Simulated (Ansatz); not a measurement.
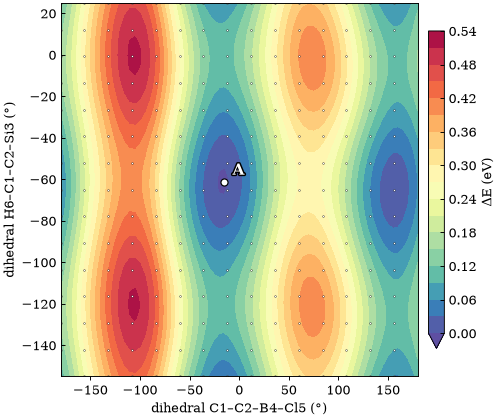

C₂H₈BClSi, SMILES CC([SiH3])BCl. The first coordinate is: dihedral C1–C2–B4–Cl5; the second: dihedral H6–C1–C2–Si3. Nothing is relaxed (all other coordinates rigid). The scan uses a 15 × 15 grid. Points are written as (first, second). All energies are given in eV relative to the lowest grid point. These are results of RKS PBE0-D4/def2-SVP (Ansatz), not measurements.

In the figure: filled contours, dots at the grid points, the point A. Between grid points the surface is interpolated.

Question: Find the lowest pass out of the well at A.

Answer: The easiest path leads from the well at about (−15°, −61°) to the well at (156°, −65.0°), about 0.012 eV higher (on a rigid scan; wells that are mirror images or exchange like atoms can differ by this much). Its highest point lies about 0.29 eV above the bottom of the first well on the interpolated surface, at about (70°, −61°). This is the barrier on the constrained surface; relaxing the other coordinates would change it.

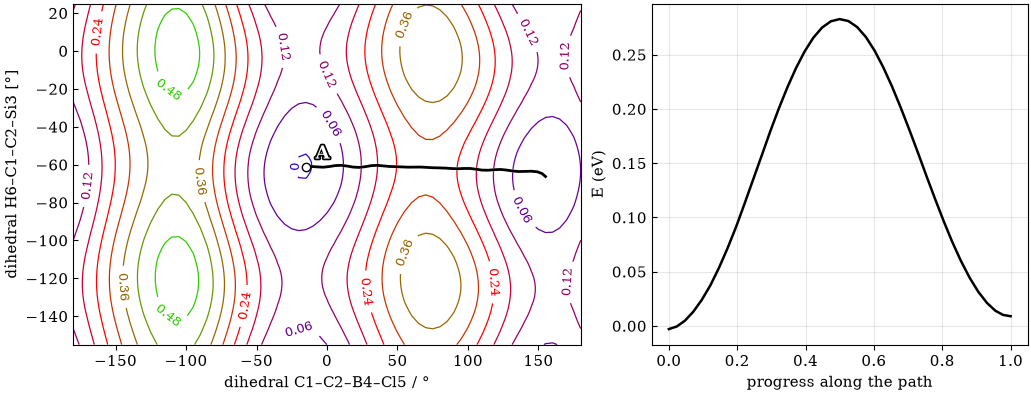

In the figure: contour lines labelled in eV, a line along the lowest path, the energy along the path at the right. Between grid points the surface is interpolated.
